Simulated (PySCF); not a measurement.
## A study: C$_{4}$H$_{5}$P, SMILES `c1cc[pH]c1`

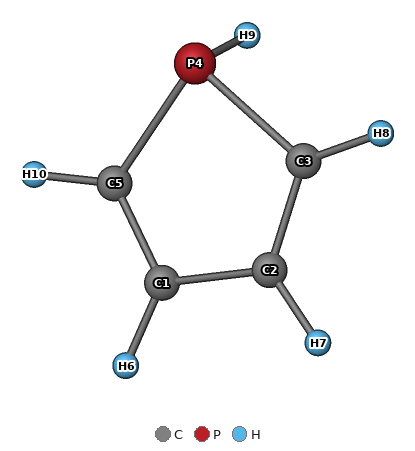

The molecule, with its atoms numbered as below. No frequency check shows the geometry to be a minimum.

Geometry (Å), atoms numbered from 1:

```
C1      -1.2802   -0.7192   -0.0014
C2      -1.2803    0.7191   -0.0014
C3      -0.0501    1.2648    0.0299
P4       1.2285    0.0000   -0.1086
C5      -0.0500   -1.2647    0.0299
H6      -2.1979   -1.2863   -0.0019
H7      -2.1980    1.2861   -0.0019
H8       0.1652    2.3196    0.0270
H9       1.6012    0.0001    1.2365
H10      0.1655   -2.3196    0.0270
```

Part 1: Bonding charge

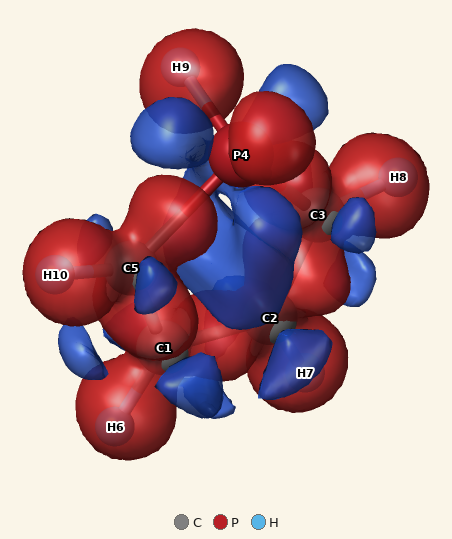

Deformation density (molecule less spherical, spin-averaged free atoms at the same positions), surfaces at ±0.07 e/Å³; red: gain, blue: loss.

Computed with PySCF, CAM-B3LYP/def2-SVP, geometry: GFN2-xTB.

**Describe the bonding that the map shows.**

C2–H7 and C1–H6: +0.73 e/Å³ at the bond critical point (bond length 1.08 Å, Mayer order 1.0). C3–H8 and C5–H10: +0.72 e/Å³ at the bond critical point (bond length 1.08 Å, Mayer order 1.0). C1–C5 and C2–C3: +0.68 e/Å³ at the bond critical point (bond length 1.35 Å, Mayer order 1.7). C1–C2: +0.58 e/Å³ at the bond critical point (bond length 1.44 Å, Mayer order 1.1). P4–H9: +0.17 e/Å³ at the bond critical point (bond length 1.40 Å, Mayer order 0.9). P4–C5 and C3–P4: +0.15 e/Å³ at the bond critical point (bond length 1.80 Å, Mayer order 1.0). In all, 2.4 electrons gather in the regions of gain relative to the promolecule. A small or negative value marks a very polar bond, one between electron-rich atoms, whose free-atom densities already overlap strongly, a long bond to a heavier atom, or a closed-shell contact such as a hydrogen bond.

**Where do the Hirshfeld charges lie?**

The highest Hirshfeld charge is on P4 (+0.14 e), the lowest on C3 and C5 (−0.11 e).

```json
{"atom": "C1", "charge (e)": "−0.05"}
{"atom": "C2", "charge (e)": "−0.05"}
{"atom": "C3", "charge (e)": "−0.11"}
{"atom": "P4", "charge (e)": "+0.14"}
{"atom": "C5", "charge (e)": "−0.11"}
{"atom": "H6", "charge (e)": "+0.05"}
{"atom": "H7", "charge (e)": "+0.05"}
{"atom": "H8", "charge (e)": "+0.04"}
{"atom": "H9", "charge (e)": "−0.01"}
{"atom": "H10", "charge (e)": "+0.04"}
```

Part 2: Local ionisation energy

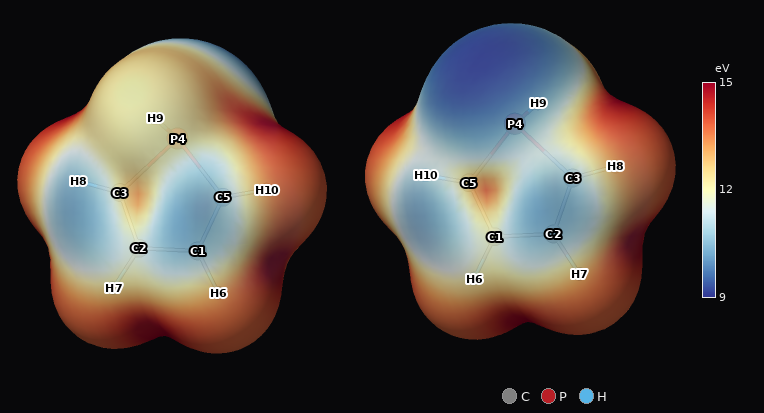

Average local ionisation energy on the surface of electron density 0.001 a.u. (back view left, front view right).

**Locate the minima of the map.**

The lowest value is 9.2 eV, 2.3 Å from P4. Further minima include 10.1 eV, over C5, off the plane of its three bonds (2.1 Å). For comparison, the highest occupied orbital lies at −8.0 eV.

Part 3: Excited states

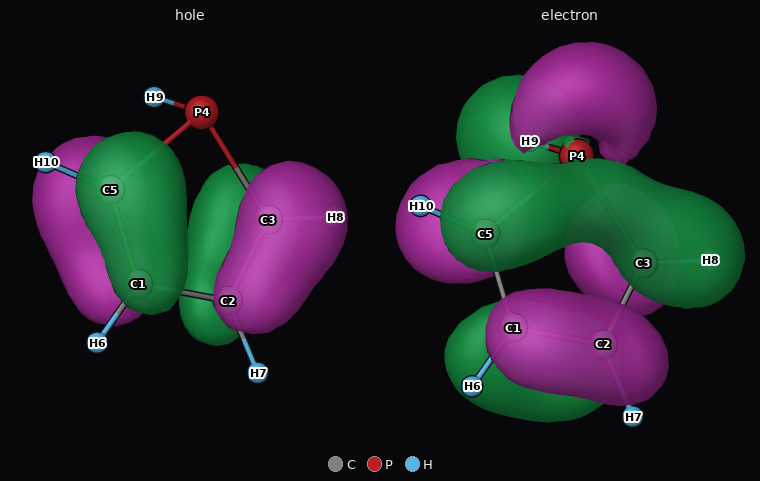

Leading natural transition orbital pair of S₁ (full linear response singlet states); the surfaces enclose about 70 % of each orbital's density.

Level of theory: CAM-B3LYP/6-31+G* (PySCF), at a geometry from GFN2-xTB.

**Give its energy and the atoms that hole and electron lie on.**

4.86 eV (255 nm), f = 0.050; the leading pair carries 96 %; hole on C3 and C5 (27 % each), C1 and C2 (15 % each) and P4 (8 %), electron on P4 (21 %), C3 and C5 (18 % each) and C1 and C2 (13 % each); their centroids lie 0.4 Å apart. In canonical orbitals it is mainly HOMO → LUMO (96 %). The HOMO–LUMO gap is 7.93 eV.

Part 4: Magnetic shielding

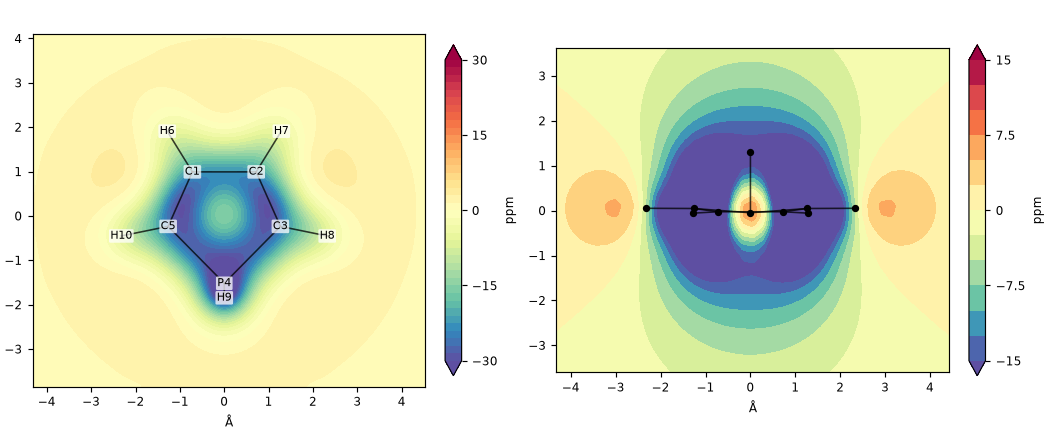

NICSzz (the component normal to the ring) 1.0 Å above the plane of the 5-membered ring C1/C2/C3/P4/C5 (left) and NICSzz (the component normal to the ring) in a plane perpendicular to the same ring (right); GIAO shieldings; atoms are projected onto the map; negative values mean shielding.

Level of theory: PBE/def2-SVP (PySCF), at a geometry from GFN2-xTB.

**Is the ring aromatic by this magnetic criterion?**

It is moderately diatropic (aromatic): NICS(0) = −5.2, NICS(1) = −6.5 and −6.5, NICS(1)zz = −15.4 and −13.7 (two faces) ppm.

**What absolute proton shieldings does the same calculation give?**

From 24.4 ppm (H6 and H7) to 26.9 ppm (H9).
